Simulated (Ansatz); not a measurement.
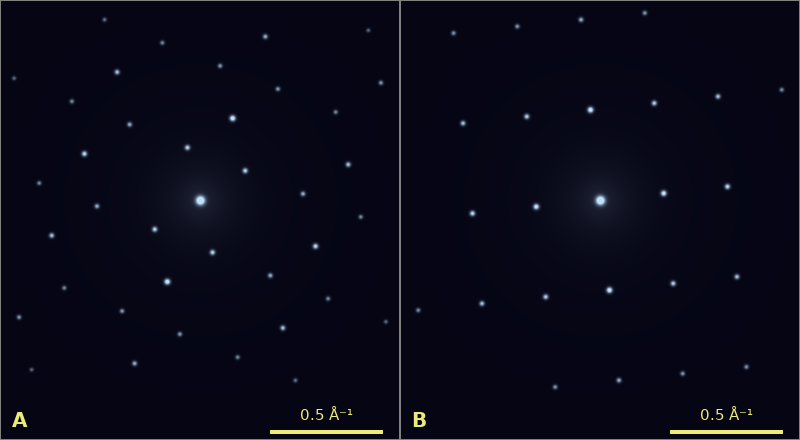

Kinematic electron diffraction patterns (300 kV, B = 0.5 Å², same scale, each along a low-index zone) of two structures of composition BeBi, each relaxed at zero pressure with DFT PBE, scalar-relativistic, plane waves, PAW (Ansatz).

The structures (standard cells):
1. Fd-3m (No. 227), a = 7.142 Å, 16 atoms; generated start, possibly hypothetical
2. Pm-3m (No. 221), a = 3.467 Å, 2 atoms; generated start, possibly hypothetical

Question: Which pattern belongs to which structure, and along which zone?

Answer: A is structure 1 along [110] or an equivalent direction: centred rectangular net of -1 1 -1 at d = 4.12 Å and -1 1 1 at d = 4.12 Å, 70.5° apart (some points of this net are extinct or too weak to see). B is structure 2 along [110] or an equivalent direction: rectangular net of 0 0 1 at d = 3.47 Å and 1 -1 0 at d = 2.45 Å, 90.0° apart.

Question: Rank the structures by their computed energy.

Answer: Structure 2 (Pm-3m, 20.84 Å³ an atom) is the lowest of these; structure 1 (Fd-3m, 22.77 Å³ an atom) lies about 220 meV an atom higher. These are static energies at 0 K; other structures, not shown, may lie lower still.
